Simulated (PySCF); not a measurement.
C2H9NOSi (SMILES CCN[SiH2]O)

```xyz
14

C    -1.8447   -0.1900    1.5299
C    -1.0667    0.1542    0.2640
N     0.2913   -0.3261    0.3405
Si    1.6078    0.4034   -0.4889
O     2.9650   -0.3985   -0.0897
H    -1.3424    0.2251    2.4000
H    -2.8520    0.2152    1.4765
H    -1.9106   -1.2695    1.6523
H    -1.5903   -0.2618   -0.6098
H    -1.0238    1.2374    0.1369
H     0.3173   -1.3275    0.4744
H     1.6428    0.2855   -1.9455
H     1.6212    1.7940   -0.0296
H     3.1843   -0.5418    0.8268
```

Geometry: GFN2-xTB.

These are results of wB97X-D/def2-SVPD, SCF density, gas phase (PySCF 2.14.0), not measurements.

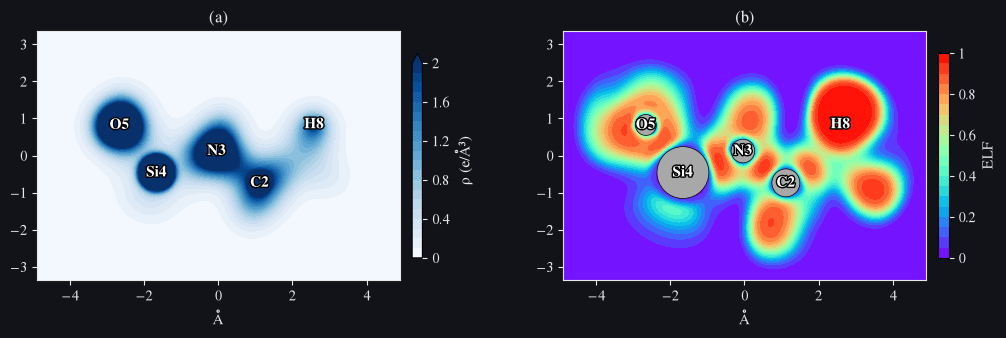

Figure 1. (a) electron density; (b) ELF on the plane of atoms N3, Si4 and O5. Grey discs cover the atomic cores in the ELF map.

Question: What does the map show?

Answer:
- Atoms in the plane: C, N, Si, O and H.
- C–N (1.44 Å): ρ is about 1.9 e/Å³ halfway; the ELF peaks at about 0.95 between the atoms: a shared electron pair.
- Si–O (1.63 Å): ρ at the midpoint is about 1.2 e/Å³; the ELF peaks at about 0.90 between the atoms (a short, strongly polar bond).
- Si–N (1.72 Å): the density is about 1.1 e/Å³ at the midpoint; the ELF peaks at about 0.90 between the atoms; a polar covalent bond.
- The ELF also peaks beside O5, away from the bonds: lone-pair regions.

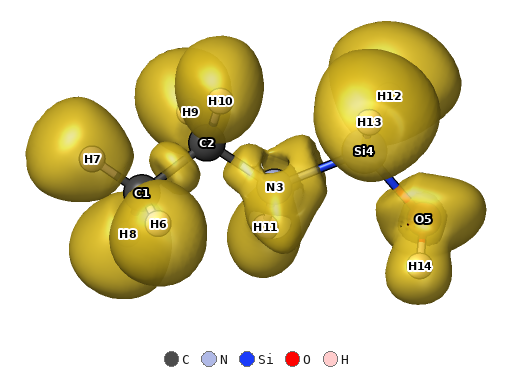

Figure 2. Isosurface of the electron localisation function at 0.75 (yellow), seen across its widest extent. Core shells and regions of very low density are left out.

Question: Where are the electrons localised?

Answer: The surface consists of one region between bonded C–C atoms (shared pairs), seven regions around hydrogen nuclei, one joined region spread over several atoms (H, N), in which their bonds and any lone pairs are merged and one joined region spread over several atoms (H, O), in which their bonds and any lone pairs are merged.


 C–C (1.53 Å): the ELF peaks at about 0.95 between the atoms, as expected for a covalent bond.

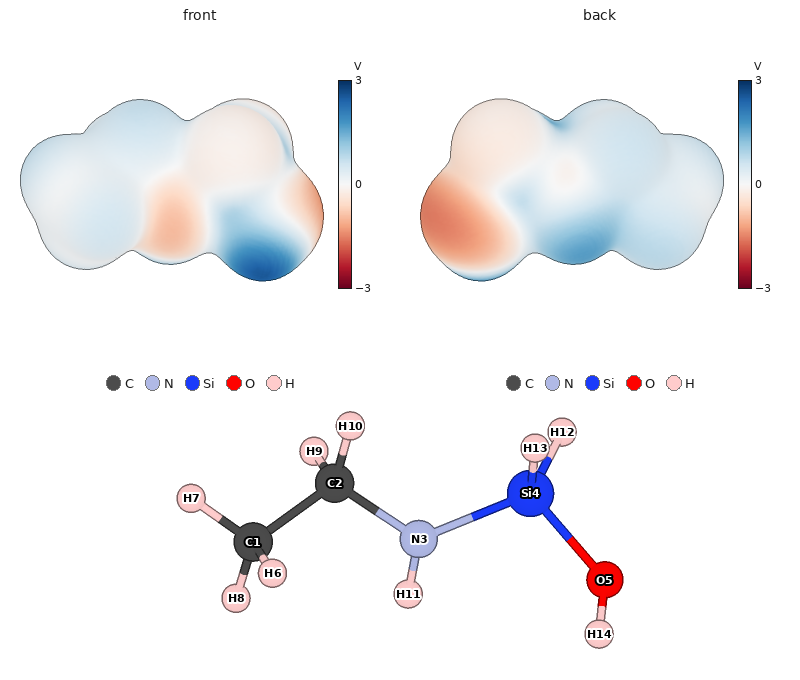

Figure 3. The electrostatic potential painted on the density surface at 0.002 e/bohr³, seen from the front and from behind; red is negative and blue positive. The bare structure is drawn below in the same view.

Question: Which sites attract a positive test charge, and which a negative one?

Answer: A positive charge is drawn to the negative regions and a negative charge to the positive ones. The most negative region (about −1.5 V) lies over O5, the most positive (about +2.4 V) over H14. O5 is the likeliest acceptor of a hydrogen bond.
